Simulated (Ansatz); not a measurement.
Consider C₁₆H₁₀ (SMILES C1=Cc2cc3cc4cccc4ccc3c2=C1).

The calculation's input:

```
crystal:
  periodic: [false, false, false]
  atoms:
    - {symbol: C, position_ang: [4.499479, -0.355075, 0.354785]}
    - {symbol: C, position_ang: [4.084501, 0.968490, 0.263840]}
    - {symbol: C, position_ang: [2.640034, 0.941848, 0.156209]}
    - {symbol: C, position_ang: [1.517163, 1.740183, 0.036736]}
    - {symbol: C, position_ang: [0.323378, 0.902223, -0.015837]}
    - {symbol: C, position_ang: [-0.969271, 1.409118, -0.135192]}
    - {symbol: C, position_ang: [-2.187569, 0.702597, -0.195278]}
    - {symbol: C, position_ang: [-3.468876, 1.280428, -0.316449]}
    - {symbol: C, position_ang: [-4.446420, 0.242985, -0.344238]}
    - {symbol: C, position_ang: [-3.801037, -0.993760, -0.241052]}
    - {symbol: C, position_ang: [-2.387996, -0.765826, -0.145809]}
    - {symbol: C, position_ang: [-1.424661, -1.766595, -0.029679]}
    - {symbol: C, position_ang: [-0.018342, -1.654095, 0.070788]}
    - {symbol: C, position_ang: [0.760110, -0.497320, 0.078537]}
    - {symbol: C, position_ang: [2.209059, -0.448846, 0.184999]}
    - {symbol: C, position_ang: [3.341951, -1.243732, 0.305043]}
    - {symbol: H, position_ang: [5.539546, -0.696419, 0.448717]}
    - {symbol: H, position_ang: [4.727731, 1.857438, 0.272918]}
    - {symbol: H, position_ang: [1.480735, 2.838963, -0.014074]}
    - {symbol: H, position_ang: [-1.052984, 2.509030, -0.189311]}
    - {symbol: H, position_ang: [-3.669079, 2.358880, -0.378815]}
    - {symbol: H, position_ang: [-5.530731, 0.395807, -0.431982]}
    - {symbol: H, position_ang: [-4.275206, -1.984193, -0.232667]}
    - {symbol: H, position_ang: [-1.818360, -2.797975, -0.013727]}
    - {symbol: H, position_ang: [0.535070, -2.603729, 0.154071]}
    - {symbol: H, position_ang: [3.391776, -2.340436, 0.357468]}
basis:
  gaussian: {orbitals: def2-TZVP, initial_orbitals: start.molden}
hamiltonian: {xc: pbe0, dispersion: d4}
scf: {omitted_lower_state_checks: [starts]}
output: {orbitals: {seedname: orbitals}}
```

Run with:

```sh
ansatz run in.yaml --threads 4 --pin off --events-out ev --progress --plain --max-ram 6963MiB
```

Geometry: PBE-D4/def2-SVP.

Computed with Ansatz 0.2.0, RKS PBE0-D4/def2-TZVP.

What will maps of the electron density and electron localisation function show?

Answer. C–C (1.38 Å): the density is about 2.2 e/Å³ at the midpoint; the ELF peaks at about 0.95 between the atoms; a covalent bond.
C–H (1.10 Å): the density is about 2 e/Å³ at the midpoint; the ELF climbs to about 1 towards the hydrogen, as it does in any bond to H (a covalent bond by its length).
C–C (1.43 Å): the density is about 2 e/Å³ at the midpoint; the ELF peaks at about 0.95 between the atoms, as expected for localised, covalent bonding.
C–C (1.47 Å): the density is about 1.8 e/Å³ at the midpoint; the ELF peaks at about 0.95 between the atoms (a covalent bond).

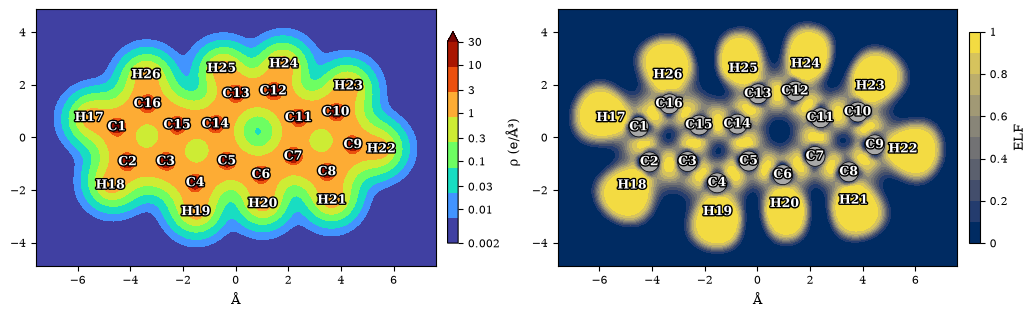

Computed electron density and electron localisation function on the molecular plane, in this order. Grey discs cover the atomic cores in the ELF map. 
